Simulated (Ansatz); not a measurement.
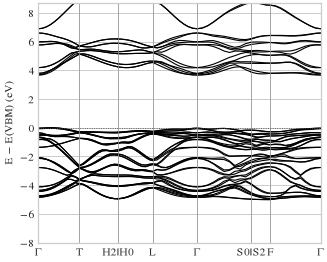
*Band structure from the program Ansatz at the PBEsol with spin–orbit coupling level (PAW)*

The gap is 3.67 eV; an edge lies off the plotted path or next to a special point (maximum on the Γ–T line, 33 % of the way from Γ, minimum on the Γ–T line, 3 % of the way from Γ).

The material is LiTaO3 in space group R3c (No. 161; Li on 6a, Ta on 6a, O on 18b).

Symmetry was held in the PBEsol relaxation. The run is not spin-polarised.

Potentials: the earlier of the program's two PAW sets. The files were generated under PBE; for other functionals the program regenerates the frozen cores, and for LDA and PBEsol the local potential too.
